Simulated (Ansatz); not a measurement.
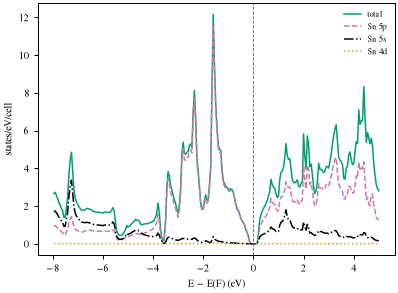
Fig. 1. Total and projected density of states of Sn in space group Im-3m (No. 229; Sn on 12d), the program Ansatz at the r²SCAN level (PAW)

Which orbitals carry the states next to the Fermi level?

Within 0.5 eV of the Fermi level: Sn 5p 80 %, Sn 5s 18 %. Projections are on Löwdin-orthogonalised atomic valence shells; empty p or d shells of many metals are not among them.

Where is the tallest occupied peak in this window, and what makes it?

Near -1.6 eV, about 12 states/eV per cell; the largest projected share is Sn 5p.

The start of the workflow was typed in or built on a structure type; the Crystallography Open Database copy checked does not list it. It is not the phase usual at ambient conditions (space group No. 141). Symmetry was held in the r²SCAN relaxation; whether a distortion lowers the energy is not shown. The volume moved by 33 % from the start of the relaxation. Scalar-relativistic: spin–orbit coupling is off unless named, which matters more the heavier the elements.

Potentials: the earlier of the program's two PAW sets.
